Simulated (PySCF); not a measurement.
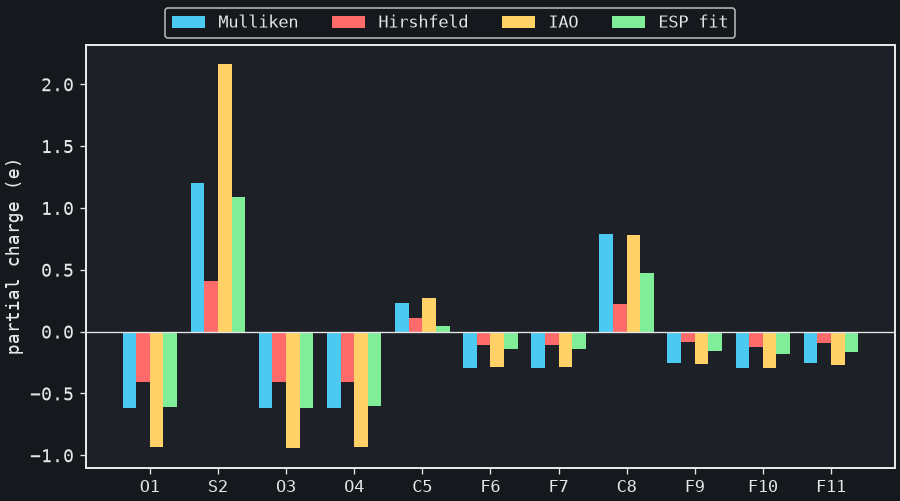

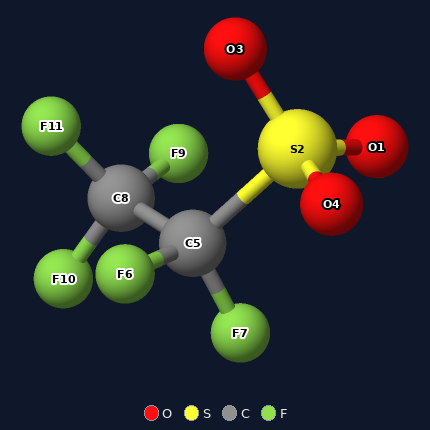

Atomic charges of C₂F₅O₃S⁻, SMILES O=S(=O)([O-])C(F)(F)C(F)(F)F by 4 schemes, PBE0/pcSseg-1, PySCF, at a PBE0-D3(BJ)/def2-SVP geometry (no frequency check).

Q: On which atom do the schemes disagree most?

A: On S2: Mulliken 1.20, Hirshfeld 0.41, IAO 2.16, ESP fit 1.09 e.

Q: Which atom is the most negative in each scheme?

A: Mulliken: O3 (−0.62 e), O4 (−0.61 e) and O1 (−0.61 e); Hirshfeld: O3 (−0.41 e), O1 (−0.41 e) and O4 (−0.40 e); IAO: O3 (−0.94 e), O1 (−0.94 e) and O4 (−0.93 e); ESP fit: O3 (−0.62 e), O1 (−0.61 e) and O4 (−0.60 e).

Known limits of this run: an anion in a basis that has no diffuse functions; one conformer of a flexible molecule.
